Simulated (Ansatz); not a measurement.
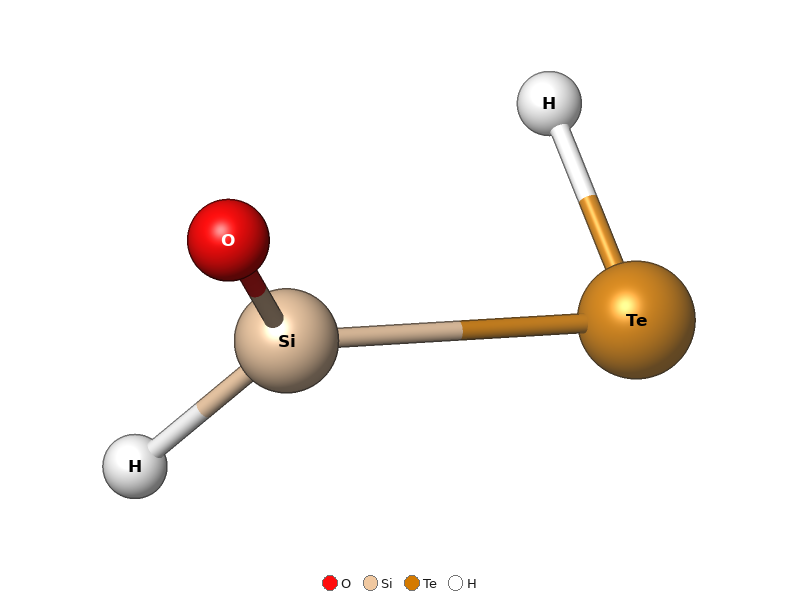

The picture shows a molecular structure as a ball-and-stick model. Every bond is drawn as one stick, whatever its order.

Describe the molecule.

The molecule is H2OSiTe. SMILES: `O=[SiH][TeH]`. Among its groups: Si–H bond. This geometry has C1 symmetry. Coordination: 1 Si trigonal planar; 1 Te bent.

The parts below concern this one geometry. Atoms keep their numbers from picture to picture. The geometry was computed by an optimisation with PBE0-D4/def2-TZVP. No frequency run is at hand to confirm it as a minimum.

## Geometry

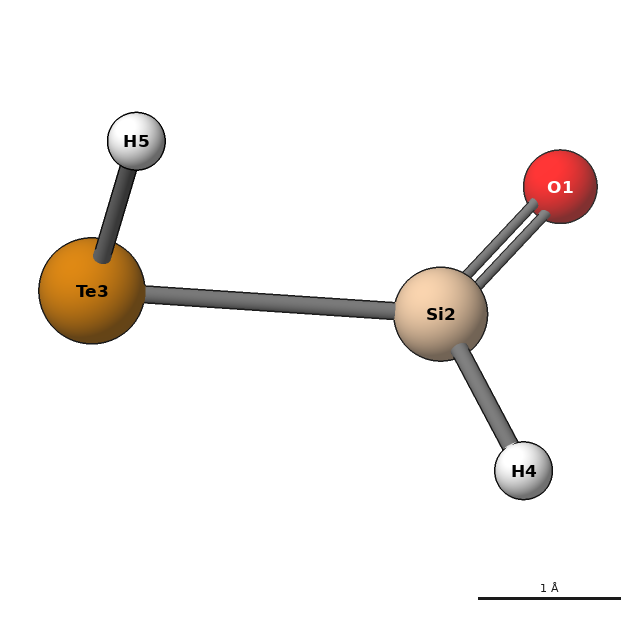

Atoms carry their numbers in the input. No frequency run is at hand to confirm it as a minimum.

Estimate the angles O1–Si2–Te3, O1–Si2–H4, Te3–Si2–H4, Si2–Te3–H5.

| angle | degrees |
| --- | --- |
| O1–Si2–Te3 | 125.2 |
| O1–Si2–H4 | 122.2 |
| Te3–Si2–H4 | 112.6 |
| Si2–Te3–H5 | 86.2 |

## Electronic properties

No frequency run is at hand to confirm it as a minimum. Properties computed with RKS PBE0-D4/def2-TZVPP, core potentials on Te (Ansatz 0.2.0).

Question: What is the HOMO energy (Kohn–Sham orbital)?

Answer: −7.17 eV.

Question: What is the LUMO energy (Kohn–Sham orbital)?

Answer: −2.47 eV.

## Dipole moment

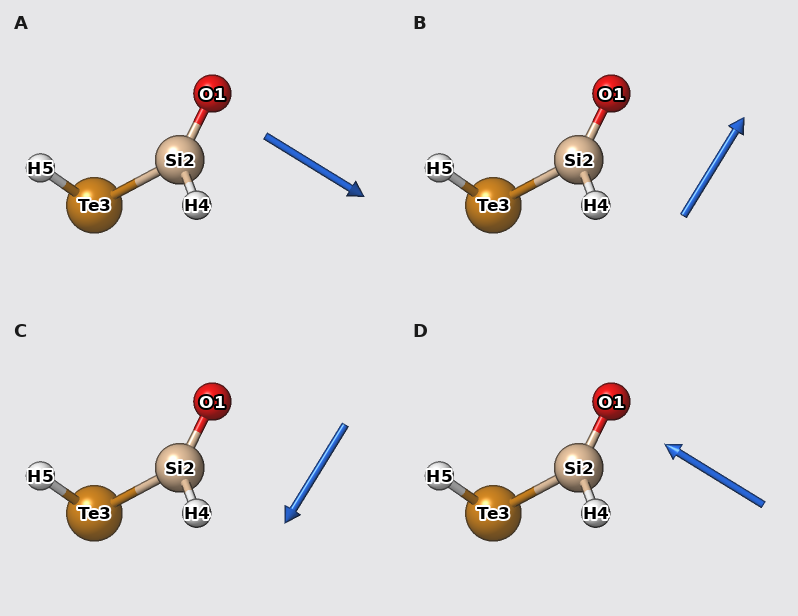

The same molecule four times, each with an arrow. No frequency run is at hand to confirm it as a minimum. Properties computed with RKS PBE0-D4/def2-TZVP, core potentials on Te (Ansatz 0.2.0).

Question: Which arrow points along the dipole moment, from the negative to the positive end?

Answer: C. The dipole moment is 3.66 D; it points from the side of O1 to the side of Te3, H5 (the outermost atoms at the two ends).

## Charges

The questions are on Mulliken charges. No frequency run is at hand to confirm it as a minimum. Method: RKS PBE0-D4/def2-TZVP, core potentials on Te (Ansatz 0.2.0).

Give the Mulliken charges atom by atom.

```csv
atom,value (e)
O1,−0.46
Si2,0.47
Te3,−0.11
H4,0.01
H5,0.09
```

Mulliken values depend strongly on the basis set and can even reverse the polarity of a bond.
